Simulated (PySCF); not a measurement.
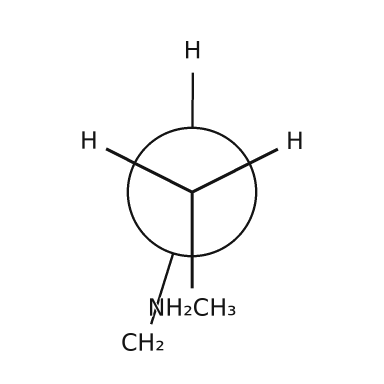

A Newman projection along the B–C bond, boron in front; angles are drawn as computed, but eclipsed bonds slightly apart. Computed geometry: PBE0-D3(BJ)/def2-SVP optimisation. No frequency run is at hand to confirm it as a minimum.

**Which molecule is it?**

C3H10BN, C=C[BH2-][NH2+]C

**What is the torsion angle from the front NH2CH3 to the back CH2? The sign is positive where the front bond must turn clockwise to cover the back bond.**

0°, synperiplanar (eclipsed).
